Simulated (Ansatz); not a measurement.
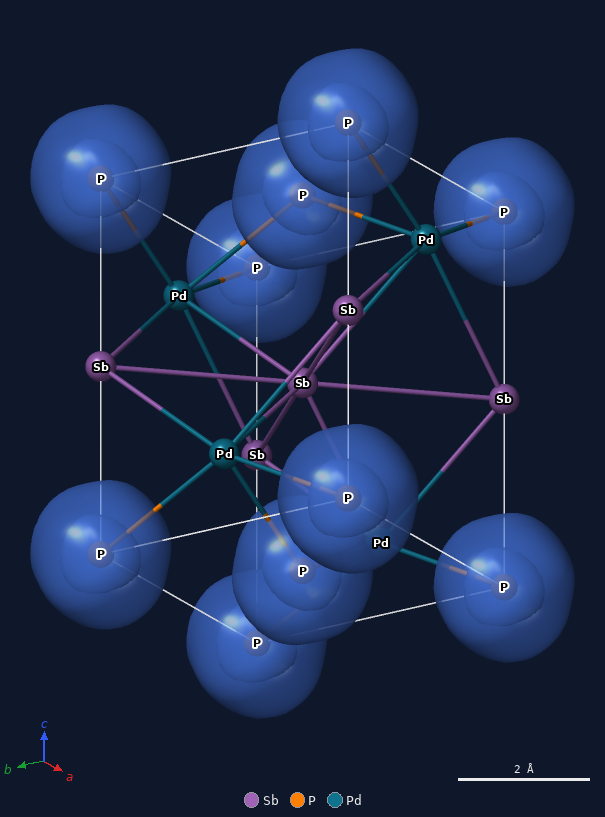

Figure 1: SbPPd. Isosurface of the electron localisation function at 0.65 (blue), seen at an oblique angle. Only the valence region is drawn (cores and ρ < 0.01 e/Å³ removed). Sticks mark near contacts.

Space group P4/nmm; a structure generated by program, which may or may not match a known phase.

Computed with DFT PBE, scalar-relativistic, plane waves, PAW (Ansatz 0.2.0).

Input file:

```
crystal:
  lattice:
    - [4.4458284989, 0.0, 0.0]
    - [0.0, 4.4458284989, 0.0]
    - [0.0, 0.0, 6.2419143111]
  atoms:
    - { symbol: Sb, position: [0.0, 0.0, 0.5] }
    - { symbol: Sb, position: [0.5, 0.5, 0.5] }
    - { symbol: P, position: [0.0, 0.0, 0.0] }
    - { symbol: P, position: [0.5, 0.5, 0.0] }
    - { symbol: Pd, position: [0.0, 0.5, 0.1923269722] }
    - { symbol: Pd, position: [0.5, 0.0, 0.8076730278] }
basis:
  ecutwfc: 420
kpoints:
  mp_grid: { grid: [8, 8, 6] }
hamiltonian:
  xc: pbe
scf:
  occupations: { method: gaussian, width: 0.1 }
output:
  forces: true
  stress: true
  eigenvalues: true
  write_density: true
  write_potential: true
  elf: true
  volumetric_format: npy
relax:
  adjacent_minimum: "off"
  f_tol: 0.01
  max_steps: 80
  cell: { stress_tol: 0.05 }
```

Run with:

```sh
ansatz run input.yaml --threads 1 --pin off --max-ram 2560MiB --backend cpu --events-out ev --progress --plain --runs-dir out
```

Below, planes, directions and counts refer to the conventional cell (a = 4.47 Å, b = 4.47 Å, c = 6.15 Å, α = 90.00°, β = 90.00°, γ = 90.00°).

The fields are those of the run's last geometry, not of the input's.

Q: What do the ELF domains correspond to?

A: At this value the surface marks out two regions wrapped around P (the valence shell of each), counted in one cell of 6 atoms. Regions shared between cells count once. Along the contacts the grid gives the following. P–Pd (2.53 Å): the ELF peaks at about 0.85 in the valence shell of P, 0.8 Å from its nucleus, and drops to about 0.25 between the two atoms. Sb–Pd (2.93 Å): the ELF is about 0.35 at the midpoint: no shared electron pair shows on this line.
